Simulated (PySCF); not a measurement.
## Run report: C₃H₉NO₃W, geometry relaxation

- system: C₃H₉NO₃W (WN(OMe)3)
- method: PBE0-D3(BJ)/def2-SVP geometry optimisation, gas phase (PySCF 2.14.0)

It belongs to a series of runs on one base structure; here: ligand (all three): Cl to OMe.

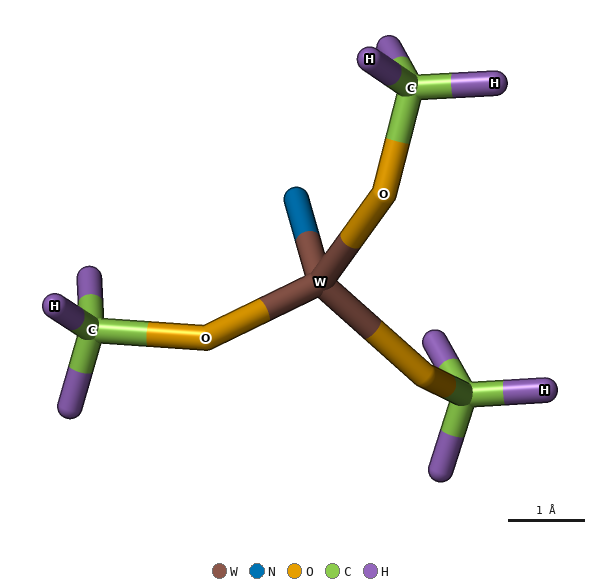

The input geometry (stick view, seen at a tilt). Sticks mark near contacts.

### The input
```
{"job": {"xc": "PBE0", "basis": "def2-SVP", "d3": "d3bj", "grid": 1, "maxiter": 30, "shake": 0.03, "kind": "geom"}, "charge": 0, "multiplicity": 1}
W      0.067040    -0.071620    -0.191350
N     -0.044690    -0.012090     1.529070
O      1.581030    -0.818440    -0.685890
C      2.850820    -1.373930    -0.026430
H      2.613110    -1.319020     1.045660
H      3.653900    -0.837650    -0.329010
H      2.867890    -2.445380    -0.299950
O     -0.049580     1.840280    -0.701660
C     -0.194730     3.091670     0.000220
H     -0.226410     2.926660     1.066480
H     -1.130580     3.578180    -0.364070
H      0.698840     3.692840    -0.309150
O     -1.588400    -0.969680    -0.747380
C     -2.609520    -1.688410    -0.088460
H     -2.468690    -1.664060     0.988100
H     -2.536200    -2.707970    -0.401440
H     -3.512360    -1.221970    -0.424490
```

The first line tells a small driver script what to run in PySCF; the rest is the geometry in Å.

Run on 1 CPU thread, shared host.

Run as:
```bash
OMP_NUM_THREADS=1 python <driver script> task.json out
```

### Output
```
step   0  E = -466.56622483  max force = 0.132848
step   1  E = -466.60419019  max force = 0.044062
step   2  E = -466.60956721  max force = 0.023120
step   3  E = -466.61116217  max force = 0.004154
step   4  E = -466.61122140  max force = 0.001050
step   5  E = -466.61124301  max force = 0.001219
step   6  E = -466.61125265  max force = 0.000485
step   7  E = -466.61125913  max force = 0.000241
optimisation converged
```

### Trajectory as extended XYZ (Å, eV, eV/Å), 8 frames, from step=0 to step=7
```
17
Properties=species:S:1:pos:R:3:forces:R:3 step=0 energy=-12695.91365
W     0.0670   -0.0716   -0.1913   -6.8313   4.3696   2.7811
N    -0.0447   -0.0121    1.5291    0.7377  -0.5271  -2.8863
O     1.5810   -0.8184   -0.6859    6.1181  -2.7271  -0.0453
C     2.8508   -1.3739   -0.0264   -5.9101  -1.8480   0.4939
H     2.6131   -1.3190    1.0457    0.4686   0.1956   0.0637
H     3.6539   -0.8377   -0.3290    2.8683   1.9922  -1.1606
H     2.8679   -2.4454   -0.2999    0.3019   0.3699  -0.1628
O    -0.0496    1.8403   -0.7017    0.0508  -1.4349   0.9345
C    -0.1947    3.0917    0.0002    0.5168  -0.9660  -2.0344
H    -0.2264    2.9267    1.0665   -0.0142   0.0190   0.7887
H    -1.1306    3.5782   -0.3641    0.4294  -0.0990   0.2702
H     0.6988    3.6928   -0.3091   -0.6245   0.0088   0.4634
O    -1.5884   -0.9697   -0.7474    2.0787   0.5504   0.5841
C    -2.6095   -1.6884   -0.0885    1.5846   0.9807  -0.3811
H    -2.4687   -1.6641    0.9881   -0.2118   0.2230   0.6176
H    -2.5362   -2.7080   -0.4014   -0.2857  -1.1918  -0.3998
H    -3.5124   -1.2220   -0.4245   -1.2772   0.0848   0.0731
17
Properties=species:S:1:pos:R:3:forces:R:3 step=1 energy=-12696.94674
W    -0.0128    0.0065   -0.2472    1.6419  -1.2193  -1.8997
N    -0.0548    0.0031    1.3918   -0.1612   0.0794   2.2495
O     1.6291   -0.8402   -0.6934    0.6639  -0.2327   0.4299
C     2.7924   -1.3747   -0.0041   -2.2658   0.5230  -0.6725
H     2.5973   -1.2892    1.0737    0.3706   0.0529   0.1648
H     3.6521   -0.7956   -0.3438    0.3928  -0.0565   0.1181
H     2.8504   -2.4351   -0.2787    0.3577  -0.0737  -0.0287
O    -0.0701    1.7795   -0.7348   -0.0889   1.6801   0.0600
C    -0.1937    2.9837   -0.0060    0.0089  -0.2393  -0.4634
H    -0.2512    2.7797    1.0736    0.0195   0.0265   0.0772
H    -1.1087    3.4981   -0.3389   -0.0008   0.0785   0.0745
H     0.6734    3.6261   -0.2276   -0.0175   0.0257   0.0715
O    -1.5430   -0.8971   -0.7735   -1.0873  -0.8525   0.0450
C    -2.5497   -1.6144   -0.0892    0.3698   0.1523  -0.2057
H    -2.4287   -1.5162    1.0018   -0.0491   0.1006   0.0333
H    -2.4791   -2.6833   -0.3431   -0.0476  -0.0187  -0.0927
H    -3.5314   -1.2315   -0.4004   -0.1070  -0.0263   0.0388
17
Properties=species:S:1:pos:R:3:forces:R:3 step=2 energy=-12697.09305
W     0.0013   -0.0012   -0.2741    0.3100   0.0608   0.7043
N    -0.0349   -0.0136    1.4116   -0.0054   0.0382  -1.1889
O     1.6492   -0.8536   -0.7138   -0.7287   0.3598   0.1086
C     2.7447   -1.3769   -0.0101   -0.2680   0.3292  -0.2724
H     2.5793   -1.2986    1.0757    0.1100   0.0222   0.0933
H     3.6439   -0.8058   -0.3113   -0.0150  -0.2279   0.1938
H     2.8610   -2.4338   -0.2843    0.1715  -0.1187   0.0031
O    -0.0660    1.8417   -0.7447    0.0369  -0.5130   0.2376
C    -0.1764    3.0337   -0.0116   -0.0416  -0.2790   0.0590
H    -0.2113    2.8220    1.0724    0.0027   0.0692  -0.0363
H    -1.0945    3.5614   -0.3073   -0.0895   0.0516  -0.0065
H     0.6797    3.6876   -0.2263    0.1187   0.0447  -0.0305
O    -1.5557   -0.9520   -0.7868    0.1893   0.0119   0.2033
C    -2.5571   -1.6564   -0.0946    0.1203   0.0132   0.0013
H    -2.4508   -1.5161    0.9967   -0.0259  -0.0156  -0.0573
H    -2.4854   -2.7367   -0.3235    0.0054   0.1432   0.0020
H    -3.5555   -1.3021   -0.4078    0.1093   0.0101  -0.0143
17
Properties=species:S:1:pos:R:3:forces:R:3 step=3 energy=-12697.13645
W     0.0038    0.0027   -0.2930   -0.2136   0.1623  -0.0253
N    -0.0324   -0.0081    1.3752    0.0289  -0.0128  -0.0232
O     1.6281   -0.8348   -0.7332    0.0190   0.0059  -0.0440
C     2.7032   -1.3639   -0.0163    0.1307  -0.0201   0.0182
H     2.5348   -1.2955    1.0721   -0.0230   0.0175   0.0104
H     3.6260   -0.8136   -0.2707   -0.0372  -0.0349   0.0183
H     2.8469   -2.4222   -0.2873    0.0055  -0.0172  -0.0137
O    -0.0724    1.8333   -0.7422   -0.0024  -0.0611   0.0731
C    -0.1741    3.0197   -0.0044    0.0218  -0.0300  -0.0138
H    -0.1888    2.8145    1.0802   -0.0035  -0.0019  -0.0096
H    -1.0980    3.5528   -0.2818   -0.0096  -0.0020  -0.0022
H     0.6832    3.6725   -0.2343    0.0123   0.0157  -0.0012
O    -1.5396   -0.9590   -0.7893    0.0795  -0.0407   0.0250
C    -2.5324   -1.6561   -0.0898   -0.0124   0.0155  -0.0252
H    -2.4333   -1.5026    0.9991    0.0005  -0.0162  -0.0107
H    -2.4568   -2.7346   -0.3108   -0.0100   0.0280   0.0175
H    -3.5267   -1.3057   -0.4133    0.0133  -0.0079   0.0064
17
Properties=species:S:1:pos:R:3:forces:R:3 step=4 energy=-12697.13807
W     0.0001    0.0092   -0.2971   -0.0205  -0.0055   0.0430
N    -0.0301   -0.0074    1.3714    0.0030   0.0014  -0.0373
O     1.6283   -0.8269   -0.7372    0.0540  -0.0016  -0.0131
C     2.7001   -1.3666   -0.0167   -0.0118  -0.0161   0.0189
H     2.5192   -1.3069    1.0708   -0.0068   0.0037  -0.0049
H     3.6263   -0.8179   -0.2552   -0.0142   0.0054  -0.0090
H     2.8442   -2.4232   -0.2973   -0.0121   0.0089  -0.0071
O    -0.0776    1.8375   -0.7391   -0.0048   0.0289   0.0247
C    -0.1735    3.0236   -0.0018    0.0095   0.0114  -0.0209
H    -0.1813    2.8184    1.0826   -0.0002  -0.0019   0.0037
H    -1.1003    3.5555   -0.2733    0.0033   0.0016   0.0040
H     0.6822    3.6776   -0.2378   -0.0061  -0.0027   0.0025
O    -1.5352   -0.9626   -0.7912    0.0207  -0.0502   0.0056
C    -2.5277   -1.6589   -0.0912   -0.0145   0.0240  -0.0124
H    -2.4317   -1.5012    0.9970    0.0036  -0.0049   0.0022
H    -2.4497   -2.7376   -0.3051    0.0001  -0.0030  -0.0018
H    -3.5218   -1.3132   -0.4185   -0.0032   0.0007   0.0019
17
Properties=species:S:1:pos:R:3:forces:R:3 step=5 energy=-12697.13866
W    -0.0008    0.0131   -0.2987    0.0383  -0.0085  -0.0533
N    -0.0279   -0.0087    1.3682   -0.0062  -0.0014   0.0627
O     1.6303   -0.8194   -0.7403   -0.0150   0.0288  -0.0236
C     2.6937   -1.3688   -0.0161   -0.0222  -0.0205   0.0237
H     2.5010   -1.3194    1.0699    0.0080  -0.0061  -0.0056
H     3.6221   -0.8191   -0.2405    0.0094   0.0105  -0.0066
H     2.8374   -2.4223   -0.3086   -0.0045   0.0071   0.0059
O    -0.0818    1.8436   -0.7341   -0.0050   0.0060   0.0023
C    -0.1716    3.0308    0.0013    0.0032   0.0074  -0.0102
H    -0.1700    2.8273    1.0860    0.0002   0.0010   0.0069
H    -1.1008    3.5622   -0.2627    0.0034   0.0011   0.0033
H     0.6817    3.6849   -0.2430   -0.0050  -0.0053   0.0025
O    -1.5290   -0.9697   -0.7928    0.0045  -0.0324  -0.0033
C    -2.5229   -1.6648   -0.0941   -0.0100   0.0181   0.0014
H    -2.4301   -1.5046    0.9940    0.0025  -0.0003   0.0043
H    -2.4431   -2.7439   -0.3036    0.0025  -0.0111  -0.0096
H    -3.5168   -1.3218   -0.4248   -0.0043   0.0057  -0.0008
17
Properties=species:S:1:pos:R:3:forces:R:3 step=6 energy=-12697.13892
W    -0.0008    0.0157   -0.2990    0.0211  -0.0249   0.0178
N    -0.0271   -0.0112    1.3688   -0.0035  -0.0005  -0.0004
O     1.6317   -0.8118   -0.7430   -0.0115   0.0191  -0.0072
C     2.6889   -1.3693   -0.0154   -0.0103  -0.0084   0.0040
H     2.4899   -1.3280    1.0697    0.0029  -0.0019  -0.0035
H     3.6195   -0.8194   -0.2303    0.0112   0.0048  -0.0020
H     2.8318   -2.4205   -0.3155   -0.0007   0.0000   0.0057
O    -0.0857    1.8468   -0.7293   -0.0069   0.0142  -0.0115
C    -0.1705    3.0349    0.0048    0.0011   0.0065   0.0024
H    -0.1606    2.8336    1.0900   -0.0004  -0.0013   0.0019
H    -1.1016    3.5662   -0.2526    0.0004  -0.0008   0.0005
H     0.6807    3.6886   -0.2471    0.0006  -0.0009   0.0018
O    -1.5233   -0.9753   -0.7946    0.0037  -0.0122  -0.0074
C    -2.5197   -1.6688   -0.0981   -0.0074   0.0056   0.0056
H    -2.4281   -1.5101    0.9904    0.0020   0.0002  -0.0002
H    -2.4411   -2.7481   -0.3086   -0.0008  -0.0038  -0.0081
H    -3.5126   -1.3238   -0.4299   -0.0014   0.0044   0.0005
17
Properties=species:S:1:pos:R:3:forces:R:3 step=7 energy=-12697.13909
W    -0.0001    0.0156   -0.2973   -0.0057   0.0081   0.0046
N    -0.0270   -0.0152    1.3704   -0.0004  -0.0017  -0.0019
O     1.6335   -0.8071   -0.7439    0.0116   0.0014   0.0116
C     2.6885   -1.3686   -0.0149   -0.0086   0.0050  -0.0110
H     2.4876   -1.3293    1.0697   -0.0003   0.0020   0.0015
H     3.6208   -0.8200   -0.2271    0.0021  -0.0009  -0.0010
H     2.8295   -2.4195   -0.3163   -0.0001  -0.0026   0.0007
O    -0.0882    1.8481   -0.7252   -0.0036  -0.0124  -0.0084
C    -0.1707    3.0367    0.0084   -0.0002  -0.0030   0.0085
H    -0.1571    2.8361    1.0938   -0.0008   0.0006  -0.0007
H    -1.1027    3.5677   -0.2462   -0.0006  -0.0001  -0.0002
H     0.6795    3.6903   -0.2467    0.0020   0.0007   0.0016
O    -1.5199   -0.9786   -0.7964    0.0098  -0.0024  -0.0036
C    -2.5194   -1.6707   -0.1028   -0.0037   0.0013   0.0038
H    -2.4257   -1.5186    0.9866    0.0008  -0.0017  -0.0026
H    -2.4465   -2.7492   -0.3201   -0.0028   0.0037  -0.0048
H    -3.5107   -1.3182   -0.4317    0.0005   0.0021   0.0021
```

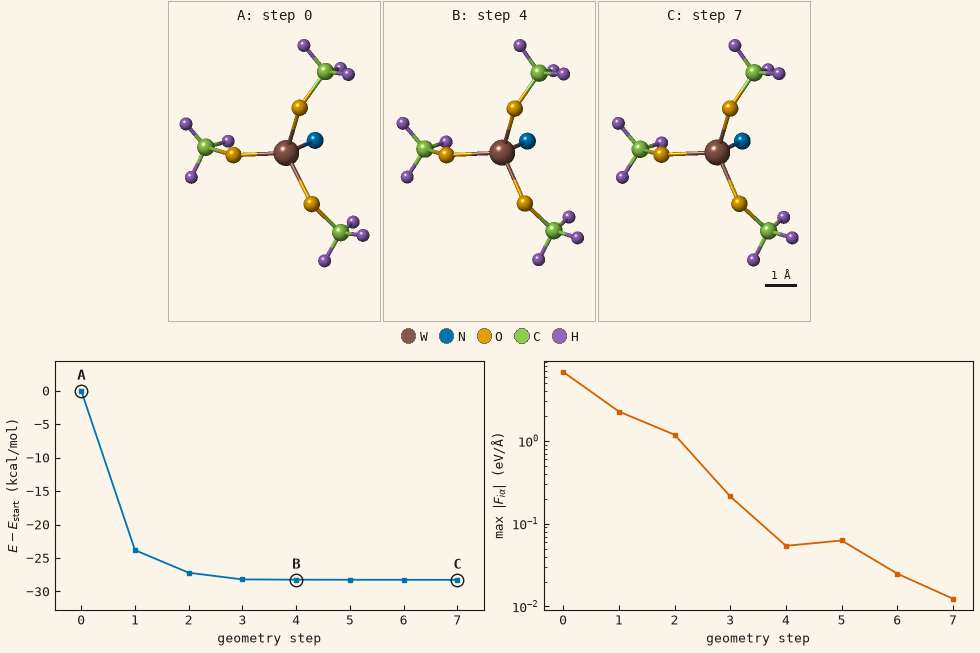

Frames of the relaxation (ball-and-stick view, seen at a tilt) above the curves, on which the letters mark them (steps are counted from 0).

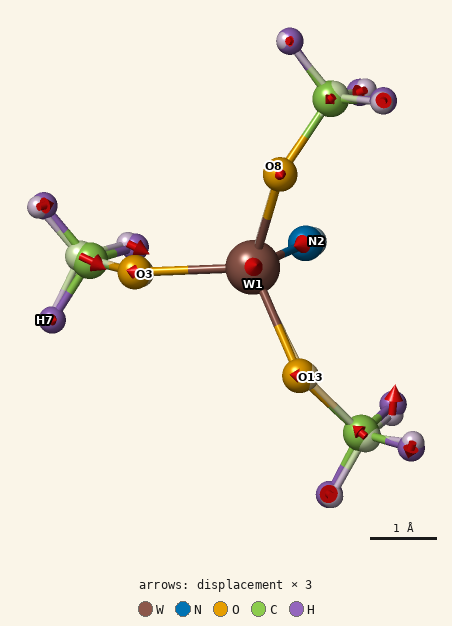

Start (faint) and end (solid) with the displacements as red arrows, magnified 3 times (ball-and-stick view, seen at a tilt). The two geometries are laid on each other by the best rigid fit. The largest moves after the best rigid fit, 0.16 Å, are those of N2, C4 and H15. Largest moves by element: C 0.16 Å, N 0.16 Å, H 0.16 Å, W 0.15 Å, O 0.08 Å. Among the contacts that change: O3–C4 1.535 → 1.400 Å, W1–O3 1.759 → 1.883 Å, W1–O8 1.982 → 1.884 Å, C4–H6 1.012 → 1.102 Å. Among the angles that change: O3–C4–H5 102.8° → 111.1°, H6–C4–H7 115.3° → 108.3°, H5–C4–H6 115.9° → 109.0°. After 7 geometry steps the energy has fallen by 28.3 kcal/mol. The largest force component goes from 6.8 to 0.012 eV/Å. (Atoms are counted from 1 in the order of the input.)

### Results in brief

- outcome: converged
- total energy: −466.611259 hartree
- dipole moment: 0.60 D
- point group: C1
- wall time: 2.6 min
- peak memory: 0.69 GiB
